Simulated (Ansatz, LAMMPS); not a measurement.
# Structural relaxation of amorphous poly(vinyl fluoride) (as short chains C22F10H36), from a frame at 300 K (136 atoms), part 2 of 3

Wanted: the relaxed structure of amorphous poly(vinyl fluoride) (as short chains C22F10H36), from a frame at 300 K (136 atoms) and its electronic structure.

Ansatz 0.2.0; Kohn-Sham DFT, PBE+D3(BJ), PAW (set soft_2), plane waves.

The cell: 44 C, 20 F and 72 H. The network of contacts between molecules at the start is that of the classical potential that made the cell. The density was typed from a rule of thumb and may lie off the real one at this temperature. Only the Γ point is sampled, in a cell whose shortest periodic width is 11 Å.

So far. Step 3 (Single point at the start): The r.m.s. force component of 1.0 eV/Å and the pressure of 5.5 GPa set the starting point.

**4. Relaxation**

The atoms are relaxed in the fixed cell, aiming at the force tolerance of the input.

The input, input.yaml:

```yaml
crystal:
  lattice:
    - [10.78108, 0.0, 0.0]
    - [0.0, 10.78108, 0.0]
    - [0.0, 0.0, 10.78108]
  atoms:
    [... the 136 atom lines of step 3 ...]
kpoints:
  mp_grid: { grid: [1, 1, 1] }
hamiltonian:
  xc: pbe
  dispersion: d3bj
scf:
  occupations: { method: fermi_dirac, width: 0.025 }
output:
  forces: true
relax:
  f_tol: 0.05
  max_steps: 200
```

Started as:

```sh
$ ansatz run input.yaml --threads 4 --pin off --max-ram 8192MiB --backend cpu --events-out ev --progress --plain --runs-dir out
```

Numbers of over 12 decimals in the logs are rounded to 6 here.

The log of the run:

```text
[...]
Crystal: 136 atoms, lattice volume = 1253.103 Å³
Basis set: ecut = 420 eV, 24405 PW (Γ), exchange–correlation on 150×150×150 points (8 copies of the dense FFT grid, shifted against one another)
Bands: 330, of which v1, the nominal top of the filled ones, is band 194 counted from 1 (193 counted from 0)
Symmetry: 1 space group operations
[...]
k-points: 1
[...]
SCF iter   1: F=—  HF=-28357.313091 eV  |F-HF|=—  |Δ(HF+E_count)|=         —  Δρ=5.04e-3  dr2=4.06e-1  ethr=1.77e-3  ⟨swp⟩=6.0  Hψ=1471  notcnv=0  defer=23
[...]
SCF iter   6: F=-28357.244392 eV  HF=-28357.244398 eV  |F-HF|=6.29e-6  |Δ(HF+E_count)|=   1.99e-5  Δρ=5.10e-5  dr2=2.76e-5  ethr=1.61e-8  ⟨swp⟩=3.0  Hψ=949  notcnv=0
SCF 1 converged in 6 iterations: F = -28357.244392 eV  dr2 = 2.76e-5
[...]
relax step   1: F+E_penalty+E_count = -28357.24439195 eV  Δ(F+E_penalty+E_count) = +0.000e0 eV  max|allowed force component| = 4.528e0 eV/Å  Δτ_max = 0.0000 Å  (6 SCF iters, dr2 threshold 6.25e-5 eV, accepted)
[...]
relax step   2: F+E_penalty+E_count = -28363.19778405 eV  Δ(F+E_penalty+E_count) = -5.953e0 eV  max|allowed force component| = 1.993e0 eV/Å  Δτ_max = 0.1922 Å  (6 SCF iters, dr2 threshold 1.00e-4 eV, accepted)
[...]
relax step   3: F+E_penalty+E_count = -28364.32163082 eV  Δ(F+E_penalty+E_count) = -1.124e0 eV  max|allowed force component| = 6.627e-1 eV/Å  Δτ_max = 0.1933 Å  (6 SCF iters, dr2 threshold 1.00e-4 eV, accepted)
relax step   4: F+E_penalty+E_count = -28364.53611529 eV  Δ(F+E_penalty+E_count) = -2.145e-1 eV  max|allowed force component| = 1.817e-1 eV/Å  Δτ_max = 0.1947 Å  (6 SCF iters, dr2 threshold 4.86e-5 eV, accepted)
relax step   5: F+E_penalty+E_count = -28364.60934093 eV  Δ(F+E_penalty+E_count) = -7.323e-2 eV  max|allowed force component| = 1.580e-1 eV/Å  Δτ_max = 0.2000 Å  (9 SCF iters, accepted)
relax step   6: F+E_penalty+E_count = -28364.66518606 eV  Δ(F+E_penalty+E_count) = -5.585e-2 eV  max|allowed force component| = 1.361e-1 eV/Å  Δτ_max = 0.1950 Å  (9 SCF iters, accepted)
relax step   7: F+E_penalty+E_count = -28364.69658552 eV  Δ(F+E_penalty+E_count) = -3.140e-2 eV  max|allowed force component| = 1.259e-1 eV/Å  Δτ_max = 0.1952 Å  (6 SCF iters, dr2 threshold 1.37e-5 eV, accepted)
relax step   8: F+E_penalty+E_count = -28364.72762926 eV  Δ(F+E_penalty+E_count) = -3.104e-2 eV  max|allowed force component| = 1.005e-1 eV/Å  Δτ_max = 0.1982 Å  (7 SCF iters, dr2 threshold 1.18e-5 eV, accepted)
relax step   9: F+E_penalty+E_count = -28364.75327324 eV  Δ(F+E_penalty+E_count) = -2.564e-2 eV  max|allowed force component| = 1.294e-1 eV/Å  Δτ_max = 0.1967 Å  (7 SCF iters, dr2 threshold 6.44e-6 eV, accepted)
relax step  10: F+E_penalty+E_count = -28364.76623981 eV  Δ(F+E_penalty+E_count) = -1.297e-2 eV  max|allowed force component| = 1.475e-1 eV/Å  Δτ_max = 0.1359 Å  (7 SCF iters, dr2 threshold 1.07e-5 eV, accepted)
relax step  11: F+E_penalty+E_count = -28364.77655444 eV  Δ(F+E_penalty+E_count) = -1.031e-2 eV  max|allowed force component| = 1.066e-1 eV/Å  Δτ_max = 0.0718 Å  (6 SCF iters, dr2 threshold 2.18e-5 eV, accepted)
relax step  12: F+E_penalty+E_count = -28364.78919064 eV  Δ(F+E_penalty+E_count) = -1.264e-2 eV  max|allowed force component| = 7.745e-2 eV/Å  Δτ_max = 0.1550 Å  (7 SCF iters, dr2 threshold 5.94e-6 eV, accepted)
relax step  13: F+E_penalty+E_count = -28364.79455220 eV  Δ(F+E_penalty+E_count) = -5.362e-3 eV  max|allowed force component| = 8.314e-2 eV/Å  Δτ_max = 0.1087 Å  (7 SCF iters, dr2 threshold 3.13e-6 eV, accepted)
relax step  14: F+E_penalty+E_count = -28364.79981226 eV  Δ(F+E_penalty+E_count) = -5.260e-3 eV  max|allowed force component| = 7.932e-2 eV/Å  Δτ_max = 0.1293 Å  (7 SCF iters, dr2 threshold 3.65e-6 eV, accepted)
relax step  15: F+E_penalty+E_count = -28364.80289685 eV  Δ(F+E_penalty+E_count) = -3.085e-3 eV  max|allowed force component| = 7.199e-2 eV/Å  Δτ_max = 0.1017 Å  (6 SCF iters, dr2 threshold 5.73e-6 eV, accepted)
relax step  16: F+E_penalty+E_count = -28364.80442148 eV  Δ(F+E_penalty+E_count) = -1.525e-3 eV  max|allowed force component| = 7.409e-2 eV/Å  Δτ_max = 0.0408 Å  (5 SCF iters, dr2 threshold 4.27e-6 eV, accepted)
relax step  17: F+E_penalty+E_count = -28364.80532961 eV  Δ(F+E_penalty+E_count) = -9.081e-4 eV  max|allowed force component| = 4.202e-2 eV/Å  Δτ_max = 0.0309 Å  (6 SCF iters, dr2 threshold 4.52e-6 eV, accepted)
[...]
relax step  18: F+E_penalty+E_count = -28364.80532966 eV  Δ(F+E_penalty+E_count) = -4.940e-8 eV  max|allowed force component| = 4.208e-2 eV/Å  Δτ_max = 0.0000 Å  (3 SCF iters, accepted)
SCF converged after 3 iterations
Free energy (F): -28364.805330 eV
[...]
Internal energy: -28364.805330 eV  (E = F + TS)
E sigma→0 (E₀):  -28364.805330 eV
Fermi energy:    1.850050 eV
[...]
--- Forces (eV/Å), atoms counted from 1 ---
  atom   1  C     -0.00036726    -0.00236520    -0.00115962
  atom   2  C     -0.00005628     0.00357257     0.00251767
  atom   3  C      0.00032145    -0.01225500     0.00399179
  atom   4  F     -0.00295812     0.00347128     0.00607576
  atom   5  C     -0.00272770     0.00699298    -0.00165628
  atom   6  C      0.00341536    -0.00286740    -0.00489594
  atom   7  F      0.00128069     0.00160070     0.00020004
  atom   8  C      0.00108071    -0.00022614     0.00223251
  atom   9  C      0.00314033     0.00176744    -0.00433049
  atom  10  F     -0.00164304    -0.00059910     0.00266475
  atom  11  C     -0.00144420    -0.00537096    -0.00147118
  atom  12  C      0.00114937     0.00618458     0.00214060
  atom  13  F     -0.00150367    -0.00173019     0.00141389
  atom  14  C      0.00273039     0.00191702     0.00398106
[...]
atom 135  H      0.00006859     0.00173044     0.00053446
  atom 136  H      0.00052211    -0.00031481     0.00160255
  max |Σ_I F_I| component: 1.59e-4 eV/Å
--- Relaxed structure (18 steps of the walk, 18 accepted, 0 SCFs on fresh bases) ---
  F+E_penalty+E_count = -28364.80532966 eV   max|allowed force component| = 4.208e-2 eV/Å
  atoms:
    - { symbol: C, position: [0.469105, 0.359896, 0.246757] }
    - { symbol: C, position: [0.376224, 0.276899, 0.179884] }
    - { symbol: C, position: [0.242789, 0.321736, 0.187700] }
    - { symbol: F, position: [0.235954, 0.440504, 0.128859] }
[...]
- { symbol: H, position: [0.311534, 0.877322, 0.365650] }
```

It took 59 s on 4 threads of Intel Xeon 6975P-C (Granite Rapids), shared host; peak memory 1.5 GiB; 3.6 min of CPU time.

The steps of the relaxation:

| step | energy less that of the first step (eV) | largest force component (eV/Å) |
| --- | --- | --- |
| 1 | 0.0000 | 4.5275 |
| 2 | -5.9534 | 1.9927 |
| 3 | -7.0772 | 0.6627 |
| 4 | -7.2917 | 0.1817 |
| 5 | -7.3649 | 0.1580 |
| 6 | -7.4208 | 0.1361 |
| 7 | -7.4522 | 0.1259 |
| 8 | -7.4832 | 0.1005 |
| 9 | -7.5089 | 0.1294 |
| 10 | -7.5218 | 0.1475 |
| 11 | -7.5322 | 0.1066 |
| 12 | -7.5448 | 0.0775 |
| 13 | -7.5502 | 0.0831 |
| 14 | -7.5554 | 0.0793 |
| 15 | -7.5585 | 0.0720 |
| 16 | -7.5600 | 0.0741 |
| 17 | -7.5609 | 0.0420 |
| 18 | -7.5609 | 0.0421 |

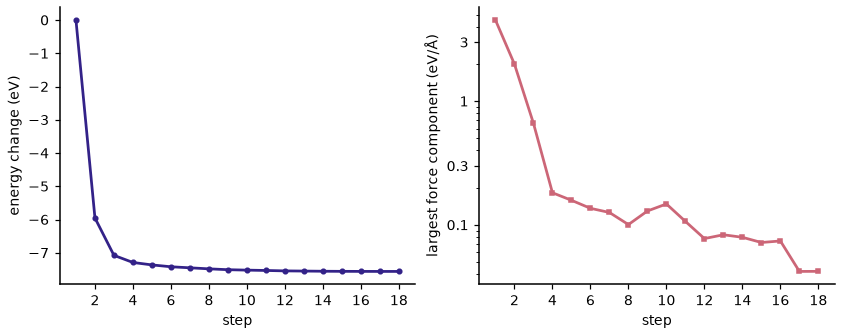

Energy and largest force along the relaxation.

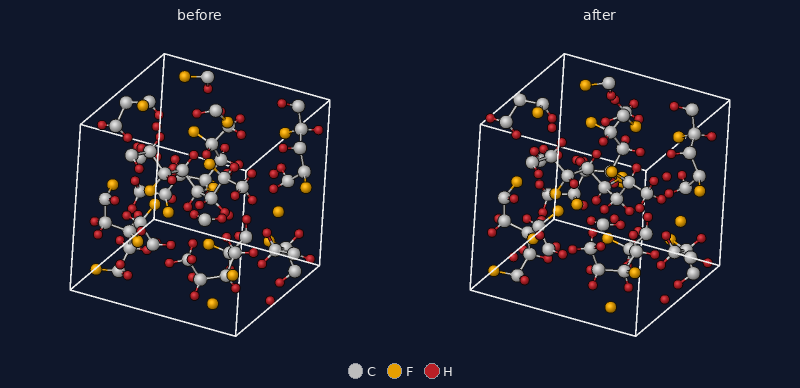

Before and after, at one scale. Bonds to atoms that aren't drawn are left out.

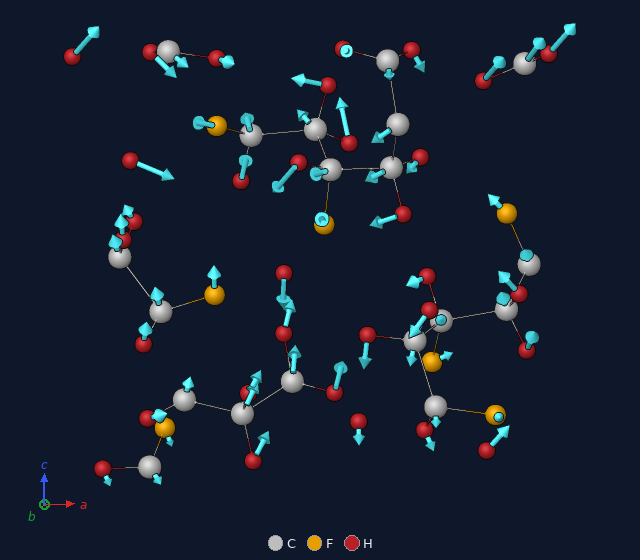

Displacements in the relaxation, exaggerated; the longest in the cell stands for 1.16 Å. Drawn is a slice 4 Å thick, seen along the normal of the ac plane. Bonds to atoms that aren't drawn are left out.

The atoms that moved most (Å):

| atom | dx | dy | dz | length |
| --- | --- | --- | --- | --- |
| F25 | 0.028 | 1.163 | 0.016 | 1.164 |
| H103 | 0.303 | -0.931 | 0.509 | 1.103 |
| H59 | -0.423 | 0.720 | -0.610 | 1.034 |
| H102 | 0.440 | -0.689 | 0.611 | 1.020 |
| H62 | 0.167 | 0.877 | 0.390 | 0.974 |
| H101 | -0.005 | -0.944 | 0.233 | 0.973 |
| C69 | 0.268 | -0.765 | 0.508 | 0.956 |
| H67 | 0.491 | 0.050 | 0.803 | 0.943 |

The relaxation changed the energy by -55.6 meV/atom, and atoms moved by 0.57 Å r.m.s., 1.2 Å at most.

**5. Distances and neighbours after relaxation**

Bonds before and after, by the cutoffs listed below:

| pair | bonds before | bonds after | mean before (Å) | mean after (Å) | spread before (Å) | spread after (Å) |
| --- | --- | --- | --- | --- | --- | --- |
| H-C | 72 | 72 | 1.091 | 1.099 | 0.030 | 0.002 |
| C-C | 42 | 42 | 1.516 | 1.520 | 0.026 | 0.004 |
| C-F | 20 | 20 | 1.362 | 1.427 | 0.030 | 0.005 |

Density 1.3 g/cm³, 9.214 Å³ an atom.

Pair distribution functions g(r), in bins of 0.2 Å:

| r (Å) | total | H-H | H-C | H-F | C-C | C-F | F-F |
| --- | --- | --- | --- | --- | --- | --- | --- |
| 1.00 | 2.47 | 0.00 | 7.20 | 0.00 | 0.00 | 0.00 | 0.00 |
| 1.20 | 0.81 | 0.00 | 2.36 | 0.00 | 0.00 | 0.00 | 0.00 |
| 1.40 | 0.53 | 0.00 | 0.00 | 0.00 | 0.00 | 5.60 | 0.00 |
| 1.60 | 0.97 | 0.00 | 0.00 | 0.00 | 9.30 | 0.00 | 0.00 |
| 1.80 | 0.55 | 1.96 | 0.00 | 0.00 | 0.00 | 0.00 | 0.00 |
| 2.00 | 0.32 | 0.19 | 0.00 | 1.69 | 0.00 | 0.00 | 0.00 |
| 2.20 | 1.72 | 0.42 | 4.49 | 0.40 | 0.00 | 0.00 | 0.00 |
| 2.40 | 1.05 | 1.41 | 0.00 | 1.72 | 0.00 | 4.00 | 0.00 |
| 2.60 | 1.56 | 1.75 | 0.64 | 3.31 | 3.14 | 0.00 | 0.00 |
| 2.80 | 1.03 | 0.95 | 1.52 | 1.34 | 0.00 | 0.21 | 0.60 |
| 3.00 | 0.91 | 1.35 | 0.69 | 0.70 | 0.16 | 1.52 | 1.07 |
| 3.20 | 0.64 | 0.75 | 0.48 | 0.50 | 0.65 | 1.06 | 0.71 |
| 3.40 | 0.92 | 0.72 | 0.86 | 1.68 | 0.09 | 1.33 | 1.08 |
| 3.60 | 0.63 | 0.65 | 0.72 | 0.56 | 0.08 | 0.83 | 0.97 |
| 3.80 | 0.84 | 1.13 | 0.59 | 0.67 | 0.74 | 1.19 | 1.39 |
| 4.00 | 0.80 | 0.76 | 0.76 | 0.92 | 0.69 | 0.92 | 1.10 |
| 4.20 | 1.14 | 1.07 | 1.34 | 1.00 | 0.85 | 1.03 | 1.39 |
| 4.40 | 1.00 | 1.18 | 0.88 | 0.75 | 0.84 | 1.29 | 1.95 |
| 4.60 | 1.00 | 0.91 | 1.08 | 0.84 | 1.31 | 0.84 | 1.20 |
| 4.80 | 1.07 | 1.19 | 0.96 | 1.18 | 0.92 | 1.20 | 0.87 |
| 5.00 | 1.06 | 1.03 | 1.12 | 1.30 | 1.01 | 0.70 | 0.81 |
| 5.20 | 1.09 | 0.96 | 1.27 | 1.01 | 1.23 | 0.96 | 0.64 |

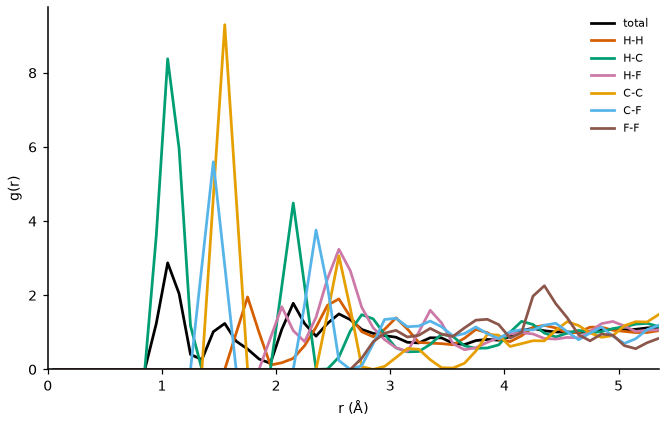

Pair distribution functions, lightly smoothed.

Bonds by pair of elements; cutoffs follow the first minimum of g(r), held within bounds set by covalent radii, and pairs that aren't listed don't count as bonded:

| pair A-B | cutoff (Å) | bonds | mean length (Å) | spread (Å) | shortest (Å) | B about A | A about B |
| --- | --- | --- | --- | --- | --- | --- | --- |
| H-C | 1.34 | 72 | 1.10 | 0.002 | 1.09 | 1 | 1.64 |
| C-C | 1.85 | 42 | 1.52 | 0.004 | 1.51 | 1.91 | 1.91 |
| C-F | 1.62 | 20 | 1.43 | 0.005 | 1.42 | 0.455 | 1 |

How many atoms have how many bonded neighbours:

| element | mean | 1 | 4 |
| --- | --- | --- | --- |
| C | 4 | 0 | 44 |
| F | 1 | 20 | 0 |
| H | 1 | 72 | 0 |

Bond angles, per cent of each kind in bins of 5°:

| angle (°) | C-C-H | C-C-C | C-C-F | H-C-H | F-C-H |
| --- | --- | --- | --- | --- | --- |
| 100–105 | 0.0 | 0.0 | 2.5 | 0.0 | 30.0 |
| 105–110 | 66.7 | 0.0 | 92.5 | 100.0 | 70.0 |
| 110–115 | 33.3 | 62.5 | 5.0 | 0.0 | 0.0 |
| 115–120 | 0.0 | 37.5 | 0.0 | 0.0 | 0.0 |

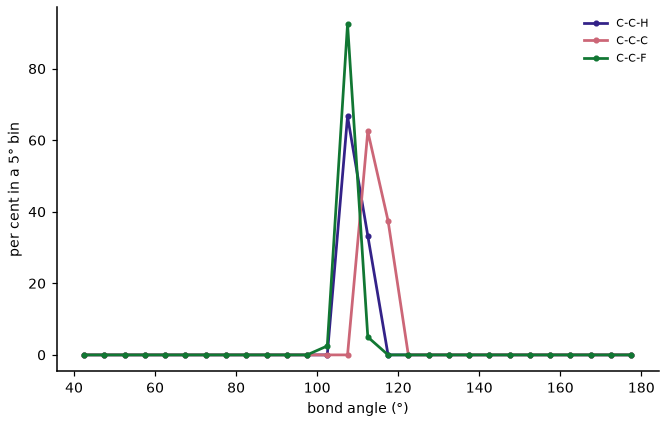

Distributions of the most common bond angles.

Bond angles (no mean is given where the spread exceeds 20°):

| angle | count | mean (°) | spread (°) |
| --- | --- | --- | --- |
| C-C-H | 132 | 109 | 1.3 |
| C-C-C | 40 | 115 | 1.7 |
| C-C-F | 40 | 108 | 1.2 |
| H-C-H | 32 | 107 | 0.9 |
| F-C-H | 20 | 105 | 0.4 |

With the cutoffs above, all C atoms have 4, all F atoms have 1 and all H atoms have 1 bonded neighbour. The C-C-H angle averages 109° with a spread of 1.3°.

[end of part 2 of 3]

[Logs are printed without paths, hosts, clocks, repeated set-up lines and the standing remarks that a program may print on its own settings, such as how far it seeks lower states.]

[Hosts, paths, dates, database ids (printed as entryN), source tags and the programs' standing remarks are cut or masked in the printed files.]
